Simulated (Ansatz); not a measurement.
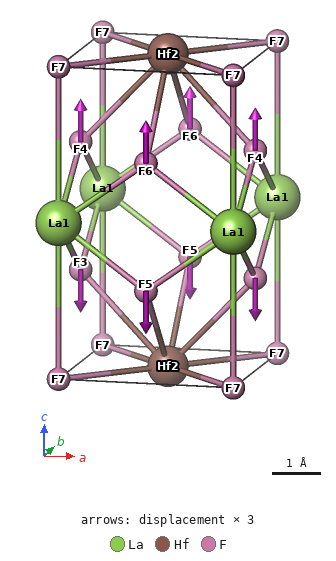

A relaxation of a crystal of LaHfF5 (a generated structure, set up in P4/mmm) (coarse preliminary run). The starting structure is drawn; purple arrows show the displacements (the part carried along by the change of the cell is left out), magnified 3 times.

A ball-and-stick model of the cell of the calculation, seen slightly off an axis.

Level of theory: Ansatz, DFT PBE, scalar-relativistic, plane waves, PAW.

The input:
```yaml
crystal:
  lattice:
    - [3.81230087, 0.0, 0.0]
    - [0.0, 3.81230087, 0.0]
    - [0.0, 0.0, 6.74129893]
  atoms:
    - { symbol: La, position: [0.0, 0.0, 0.5] }
    - { symbol: Hf, position: [0.5, 0.5, 0.0] }
    - { symbol: F, position: [0.0, 0.5, 0.29554999] }
    - { symbol: F, position: [0.0, 0.5, 0.70445001] }
    - { symbol: F, position: [0.5, 0.0, 0.29554999] }
    - { symbol: F, position: [0.5, 0.0, 0.70445001] }
    - { symbol: F, position: [0.0, 0.0, 0.0] }
basis:
  ecutwfc: 420
kpoints:
  mp_grid: { grid: [4, 4, 4] }
hamiltonian:
  xc: pbe
scf:
  occupations: { method: gaussian, width: 0.1 }
  lower_state_search: "off"
output:
  forces: true
  stress: true
  eigenvalues: true
relax:
  adjacent_minimum: "off"
  f_tol: 0.04
  max_steps: 70
  cell: { stress_tol: 0.4 }
```

Launched with:
```bash
ansatz run input.yaml --threads 1 --pin off --max-ram 2560MiB --backend cpu --events-out ev --progress --plain --runs-dir out
```

Atoms of which element are displaced furthest, and by how much?

Fluorine: up to 0.31 Å, against 0.00 Å for hafnium.

What happened in the run?

The largest moves relative to the cell, 0.31 Å, are those of F3, F4, F5 and F6. F4 goes along +c. Hf and La stay in place. The volume changes by −6.8 %, with a = b 3.812 → 4.215 Å (+10.6 %), c 6.741 → 5.137 Å (−23.8 %). Among the contacts that change: La1–F7 3.371 → 2.569 Å, Hf2–F3 2.757 → 2.429 Å, Hf2–F7 2.696 → 2.981 Å, La1–F3 2.352 → 2.510 Å. Bond angles that change, for instance: Hf2–F3–Hf2 87.5° → 120.4°, La1–F3–Hf2 115.0° → 105.6°, La1–F3–La1 108.3° → 114.3°. The space group stays P4/mmm (No. 123). The energy falls by 197 meV per atom in 15 accepted moves (18 points after the start). The largest force component goes from 0.7 to 0.00049 eV/Å. The pressure goes from 3.99 to 0.02 GPa. The SCF was repeated 3 times at an unchanged geometry on a basis and grid sized afresh for the cell, which shifted the energy by 15.3 meV per atom at most. Cost: 4.9 min on 1 thread of Intel(R) Xeon(R) Processor @ 2.50GHz (Skylake/Cascade Lake), on a shared host, peak memory 0.45 GiB.

Limits of the set-up: the k-point mesh is coarse for a cell with partly filled bands.
